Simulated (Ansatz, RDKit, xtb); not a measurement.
# Isomers of GeSiH5SBr, a sample narrowed down, part 1 of 2

Which of a sample of isomers of GeSiH5SBr is the most stable in the gas at 298.15 K, and what are its properties? The sample is small against all isomers, and the most stable one of this formula need not be in it.

The funnel: GFN2-xTB relaxations, single points with a density functional, relaxations at B3LYP/def2-SVP, harmonic vibrations (at GFN2-xTB), and a last energy at a higher level. All values are calculated.

### 1 Possible bonding patterns

Isomers were taken from a list of plausible structures; this is a sample, not all of them. That gives 4 candidates.

| label | SMILES | spin |
| --- | --- | --- |
| c133 | S[Si@@H]([GeH3])Br | singlet |
| c174 | [SH][GeH2][SiH2]Br | singlet |
| c597 | S[SiH2][GeH2][Br] | singlet |
| c652 | [SiH3][Ge@@H]([SH])[Br] | singlet |

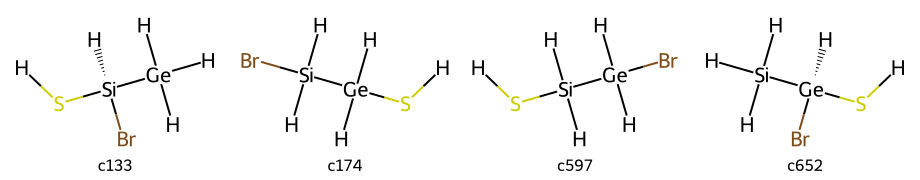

Structural formulas of the candidates.

Candidates are built by distance geometry, with a force field where one applies, in up to four conformers (letters a to d).

### 2 First filter: tight binding

All 7 starts are relaxed the same way. One of them, c652a (taken from a list of positional isomers, embedded by distance geometry and UFF), in full:

Input file start.xyz:

```xyz
9
c652a
Br    -1.418911     1.821769    -2.688654
Ge    -0.838109     0.272905    -1.152746
S     -1.864036    -1.674691    -1.567657
Si    -1.458517     0.968871     0.967198
H     -0.801415     2.268710     1.306760
H     -1.089741     0.011615     1.962019
H     -2.901949     1.183847     1.031540
H      0.705781     0.075959    -1.159152
H     -1.277251    -1.732554    -2.837870
```

On the command line:

```bash
$ xtb start.xyz --gfn 2 --opt
```

Output (excerpt; [...] marks lines left out):

```text
* xtb version 6.7.1
[...]
          :  # basis functions                  45          :
[...]
          :  # electrons                        26          :
[...]
          :  Hamiltonian                  GFN2-xTB          :
[...]
          :  net charge                          0          :
          :  unpaired electrons                  0          :
[...]
   *** convergence criteria satisfied after 16 iterations ***
[...]
   *** GEOMETRY OPTIMIZATION CONVERGED AFTER 9 ITERATIONS ***
[...]
   *** convergence criteria satisfied after 3 iterations ***
[...]
         ::                     SUMMARY                     ::
         :::::::::::::::::::::::::::::::::::::::::::::::::::::
         :: total energy             -13.626602565318 Eh    ::
         :: gradient norm              0.000541082387 Eh/a0 ::
         :: HOMO-LUMO gap              3.851010902195 eV    ::
         ::.................................................::
         :: SCC energy               -13.678260165193 Eh    ::
         :: -> isotropic ES            0.018400652198 Eh    ::
         :: -> anisotropic ES          0.000949605706 Eh    ::
         :: -> anisotropic XC         -0.005577430335 Eh    ::
         :: -> dispersion             -0.007706848128 Eh    ::
         :: repulsion energy           0.051657599875 Eh    ::
         :: add. restraining           0.000000000000 Eh    ::
         :: total charge               0.000000000000 e     ::
         :::::::::::::::::::::::::::::::::::::::::::::::::::::
[...]
        13        2.0000           -0.3922528             -10.6737 (HOMO)
        14                         -0.2507308              -6.8227 (LUMO)
[...]
     #   Z          covCN         q      C6AA      α(0)
     1  35 Br       0.839    -0.224   191.056    22.286
     2  32 Ge       3.561     0.206   168.678    23.374
     3  16 S        1.808    -0.347   156.224    21.038
     4  14 Si       3.676     0.454    98.462    19.013
     5   1 H        0.919    -0.070     4.619     3.361
     6   1 H        0.920    -0.073     4.703     3.392
     7   1 H        0.919    -0.057     4.279     3.235
     8   1 H        0.922    -0.063     4.427     3.291
     9   1 H        0.923     0.175     1.234     1.737
[...]
     #   Z sym  total        # sym  WBO       # sym  WBO       # sym  WBO
 ---------------------------------------------------------------------------
     1  35 Br   1.224 --     2 Ge   1.061
     2  32 Ge   3.626 --     1 Br   1.061     3 S    0.974     8 H    0.792
                             4 Si   0.636
     3  16 S    2.108 --     2 Ge   0.974     9 H    0.931
     4  14 Si   3.532 --     6 H    0.886     5 H    0.885     7 H    0.881
                             2 Ge   0.636
     5   1 H    0.995 --     4 Si   0.885
     6   1 H    0.995 --     4 Si   0.886
     7   1 H    0.997 --     4 Si   0.881
     8   1 H    0.996 --     2 Ge   0.792
     9   1 H    0.969 --     3 S    0.931
 ---------------------------------------------------------------------------
[...]
molecular dipole:
                 x           y           z       tot (Debye)
 q only:        0.190       0.335       1.410
   full:        0.561      -0.381       2.052       5.493
molecular quadrupole (traceless):
[...]
          | TOTAL ENERGY              -13.626602565318 Eh   |
          | GRADIENT NORM               0.000541082387 Eh/α |
          | HOMO-LUMO GAP               3.851010902195 eV   |
           -------------------------------------------------
[...]
```

Wall time 0.078 s (2 threads of Intel Xeon 6975P-C (Granite Rapids), shared host).

### 3 The minima found

7 of the 7 relaxations converged; 1 ended on a minimum already found. 6 distinct structures remain:

| label | start | SMILES after | spin | energy (kcal/mol) |
| --- | --- | --- | --- | --- |
| c652a | drawn | [SiH3][Ge@@H]([SH])[Br] | singlet | 0.0 |
| c597b | drawn | S[SiH2][GeH2][Br] | singlet | 6.0 |
| c597a | drawn | S[SiH2][GeH2][Br] | singlet | 6.3 |
| c174c | drawn | [SH][GeH2][SiH2]Br | singlet | 6.8 |
| c174a | drawn | [SH][GeH2][SiH2]Br | singlet | 7.4 |
| c133a | drawn | S[Si@@H]([GeH3])Br | singlet | 16.9 |

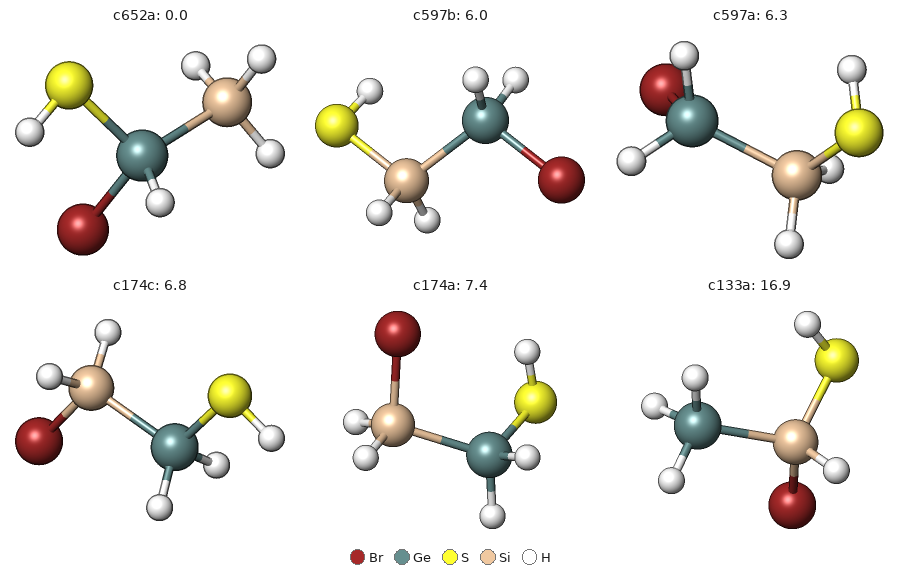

The 6 lowest minima that did not fall apart, with their GFN2-xTB energies in kcal/mol.

### 4 Single points on the low minima

A choice of the minima (the low ones first, few conformers of a pattern, up to a cap) and the lowest that fell apart get a single point at r2SCAN-D4/def2-SVP on the tight-binding geometry, and one at HF/STO-3G for comparison. The lowest singlets are also tried as triplets at the same geometry (label ending in t). The first, c652a:

Input file input.yaml:

```yaml
crystal:
  periodic: [false, false, false]
  atoms:
    - symbol: Br
      position_ang: [-1.334164, 1.786517, -2.746086]
    - symbol: Ge
      position_ang: [-0.824914, 0.245532, -1.056173]
    - symbol: S
      position_ang: [-1.765009, -1.714512, -1.645196]
    - symbol: Si
      position_ang: [-1.521512, 1.028545, 1.096547]
    - symbol: H
      position_ang: [-0.836333, 2.296324, 1.334465]
    - symbol: H
      position_ang: [-1.125100, 0.011461, 2.064304]
    - symbol: H
      position_ang: [-2.970983, 1.204233, 1.050087]
    - symbol: H
      position_ang: [0.685836, 0.053983, -1.367120]
    - symbol: H
      position_ang: [-1.251969, -1.715653, -2.869391]
basis:
  gaussian:
    orbitals: def2-SVP
total_charge: 0
hamiltonian:
  xc: r2scan
  dispersion: d4
scf:
  lower_state_search: off
output: {orbitals: {seedname: orbitals}}
```

On the command line:

```bash
$ ansatz run input.yaml --threads 2 --pin off --max-ram 5220MiB --events-out events.jsonl --progress --plain --runs-dir runs
```

Output (excerpt; [...] marks lines left out):

```text
Warning: RAYON_NUM_THREADS=2 ignored (pool sized by the plan → 2); use --threads N
Functional definition: r2SCAN
  name "r2SCAN"
[...]
1387 factors; their error is unknown
[...]
mean field -145337.63820470 eV, -5341.0596906333 hartree, gradient 5.2e-6 eV, S^2 0.000000; 0 other end points of the search recorded, 0 dependent functions left out
reference -145337.63821479 eV, -5341.0596910041 hartree; 51, 51 occupied and 74, 74 virtual orbitals, 1387 factors
Total energy: -145337.70142192 eV, -5341.0620138234 hartree
Checks for a lower state left out: stability, starts, cluster_reference, orbital_swaps, neighbouring_geometries, increment
```

Run time: 1.4 s. Hardware: 2 threads of Intel Xeon 6975P-C (Granite Rapids), shared host.

Relative energies in kcal/mol, each column from its lowest structure that stays in one piece:

| label | SMILES | spin | GFN2-xTB | HF/STO-3G | r2SCAN-D4/def2-SVP |
| --- | --- | --- | --- | --- | --- |
| c133a | S[Si@@H]([GeH3])Br | singlet | 16.9 | 0.0 | 0.0 |
| c652a | [SiH3][Ge@@H]([SH])[Br] | singlet | 0.0 | 2.9 | 2.0 |
| c597b | S[SiH2][GeH2][Br] | singlet | 6.0 | 2.9 | 2.0 |
| c174a | [SH][GeH2][SiH2]Br | singlet | 7.4 | 0.9 | 2.1 |
| c597a | S[SiH2][GeH2][Br] | singlet | 6.3 | 2.9 | 2.8 |
| c174c | [SH][GeH2][SiH2]Br | singlet | 6.8 | 1.9 | 3.2 |
| c597bt | S[SiH2][GeH2][Br] | triplet | – | – | 110.1 |
| c652at | [SiH3][Ge@@H]([SH])[Br] | triplet | – | – | 111.1 |
| c133at | S[Si@@H]([GeH3])Br | triplet | – | – | 120.1 |

### 5 Third filter: density-functional geometries

4 candidates are relaxed at B3LYP/def2-SVP (chosen among the lowest in one piece). The first, c133a:

Input file input.yaml:

```yaml
crystal:
  periodic: [false, false, false]
  atoms:
    - {symbol: Br, position_ang: [0.984031, 1.936173, -1.299090]}
    - {symbol: Ge, position_ang: [-2.306085, 0.238066, -1.245414]}
    - {symbol: S, position_ang: [-0.209794, 0.731226, 1.784895]}
    - {symbol: Si, position_ang: [-0.161876, 0.304085, -0.324401]}
    - {symbol: H, position_ang: [-1.380693, 0.146790, 2.007620]}
    - {symbol: H, position_ang: [0.655725, -0.884721, -0.532048]}
    - {symbol: H, position_ang: [-3.029626, 1.543825, -1.218687]}
    - {symbol: H, position_ang: [-3.198380, -0.729761, -0.531589]}
    - {symbol: H, position_ang: [-2.284698, -0.198645, -2.671567]}
basis:
  gaussian:
    orbitals: def2-SVP
magnetization:
  spin_polarized: false
  initial_magnetization: 0
hamiltonian:
  xc: {name: B3LYP}
scf:
  lower_state_search: off
relax:
  f_tol: 0.006
```

On the command line:

```bash
$ ansatz run input.yaml --threads 2 --pin off --max-ram 5220MiB --events-out events.jsonl --progress --plain --runs-dir runs
```

Output (excerpt; [...] marks lines left out):

```text
Warning: RAYON_NUM_THREADS=2 ignored (pool sized by the plan → 2); use --threads N
[...]
Functional definition: B3LYP
  name "B3LYP"
[...]
1289 factors; integrals over basis functions are off by at most 3.4e-4 eV
[...]
mean field -145342.33955960 eV, -5341.2324622391 hartree, gradient 4.9e-6 eV, S^2 0.000000; 0 other end points of the search recorded, 0 dependent functions left out
[...]
reference -145342.33984284 eV, -5341.2324726480 hartree; 51, 51 occupied and 74, 74 virtual orbitals, 1289 factors
relax step   1: F+E_penalty+E_count = -145342.33955960 eV  Δ(F+E_penalty+E_count) = +0.000e0 eV  max|allowed force component| = 9.425e-1 eV/Å  Δτ_max = 0.0000 Å  (13 SCF iters, accepted)
[...]
relax step   5: F+E_penalty+E_count = -145342.49642295 eV  Δ(F+E_penalty+E_count) = -5.595e-4 eV  max|allowed force component| = 2.005e-1 eV/Å  Δτ_max = 0.0626 Å  (18 SCF iters, accepted)
[...]
Atom 0 at     1.020577     1.931656    -1.316151 Å, force    -0.000391     0.000578     0.000021 eV/Å
Atom 1 at    -2.370563     0.246327    -1.324870 Å, force     0.000070     0.000015    -0.000530 eV/Å
Atom 2 at    -0.333515     0.965739     1.784186 Å, force    -0.000529    -0.001283     0.000320 eV/Å
Atom 3 at    -0.208070     0.351519    -0.290005 Å, force     0.000852     0.000072    -0.000607 eV/Å
Atom 4 at    -1.027380    -0.137502     2.159628 Å, force     0.000504     0.001023    -0.000218 eV/Å
Atom 5 at     0.533990    -0.935143    -0.419094 Å, force    -0.000692    -0.000337     0.000595 eV/Å
Atom 6 at    -3.029647     1.637602    -1.275399 Å, force     0.000174    -0.000009     0.000138 eV/Å
Atom 7 at    -3.260793    -0.756346    -0.556209 Å, force     0.000072     0.000026     0.000267 eV/Å
Atom 8 at    -2.255996    -0.216814    -2.792366 Å, force    -0.000060    -0.000087     0.000014 eV/Å
Dipole moment:    -0.242600    -0.339489     0.030085 e Å
Checks for a lower state left out: stability, starts, cluster_reference, orbital_swaps, neighbouring_geometries, increment
```

Run time: 39 s. Hardware: 2 threads of Intel Xeon 6975P-C (Granite Rapids), shared host.

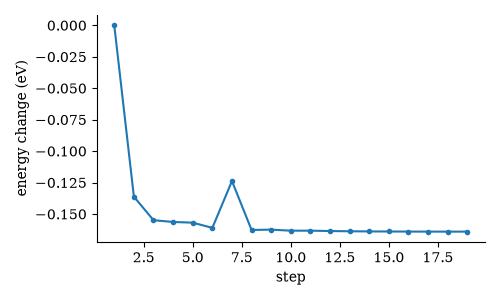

Energy along the run, all evaluated steps.

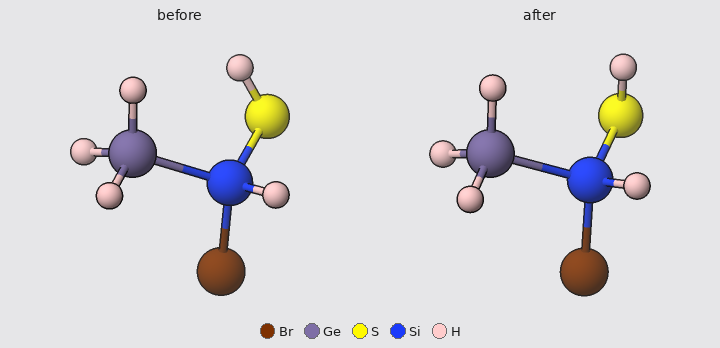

Before and after, at one scale.

After the run. Bond lengths: Br1–Si4 2.249 Å, Ge2–Si4 2.400 Å, S3–Si4 2.167 Å, S3–H5 1.356 Å, Si4–H6 1.491 Å, Ge2–H7 1.540 Å, Ge2–H8 1.546 Å, Ge2–H9 1.543 Å. Some angles: Br1–Si4–Ge2 109.0°, Br1–Si4–S3 105.6°, Ge2–Si4–S3 111.9°, Br1–Si4–H6 107.2°, Ge2–Si4–H6 111.9°, S3–Si4–H6 110.9°, Si4–Ge2–H7 109.4°, Si4–Ge2–H8 109.5°, Si4–Ge2–H9 110.9°, Si4–S3–H5 93.7°.

(Continued in part 2 of 2.)
